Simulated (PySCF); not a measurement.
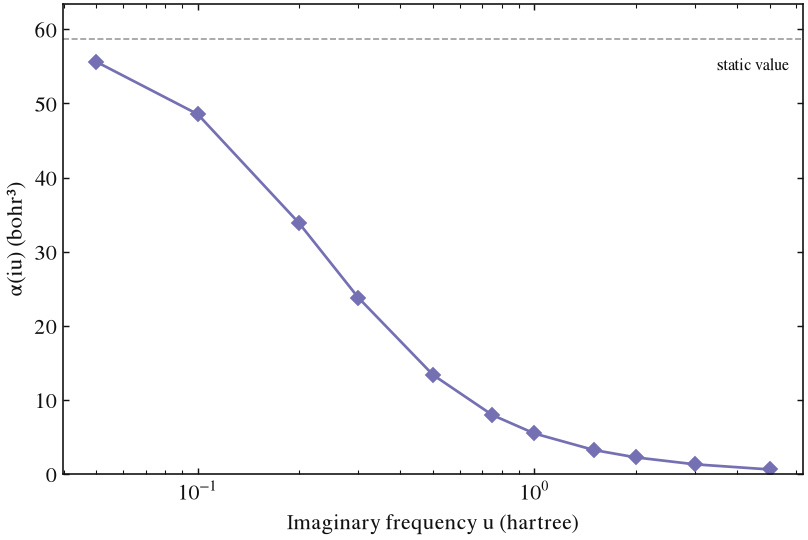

Dipole polarisability at imaginary frequency of an atom or ion with 50 electrons in the configuration [Kr] 4d¹⁰ 5s² 5p². Coupled response at the PBE0 level; PySCF, x2c-TZVPPall plus 1 diffuse shell for each l, spin-free X2C-1e, unrestricted single determinants, no spin-orbit coupling.

### Which species is it, and what does the curve give?

Sn I (neutral tin). The static dipole polarisability is 58.7 bohr³ (the recommended value is 53.0); α(iu) falls to half of it near u = 0.24 hartree. The Casimir–Polder integral gives C₆ = 644 hartree bohr⁶ for two such species.
